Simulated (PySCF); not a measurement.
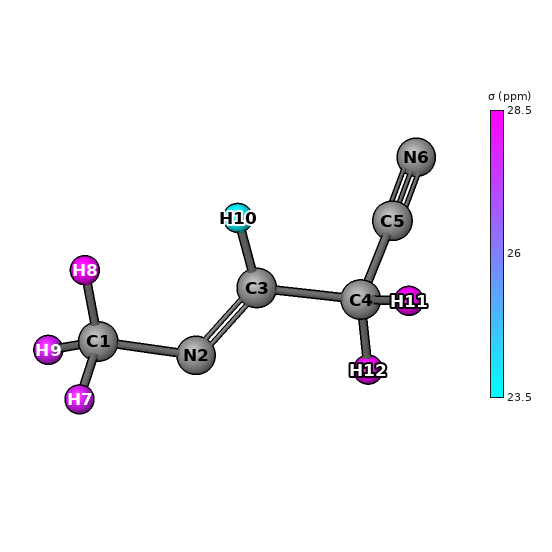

Atoms are coloured by their isotropic NMR shieldings (H only, the others grey). The geometry was computed by an optimisation with PBE0-D3(BJ)/def2-SVP. No frequency run is at hand to confirm it as a minimum. Method: GIAO PBE0/6-311+G(2d,p) NMR shielding, non-relativistic, gas phase (PySCF 2.14.0).

**Which H atom is the most shielded (lowest chemical shift)?**

H8 (28.50 ppm).

**Which H atom is the least shielded (highest chemical shift)?**

H10 (23.70 ppm).

**How wide is the range of H shifts?**

4.80 ppm.

List the isotropic NMR shieldings of the H atoms.

```tsv
atom	σ (ppm)
H7	27.90
H8	28.50
H9	27.85
H10	23.70
H11	28.47
H12	28.31
```
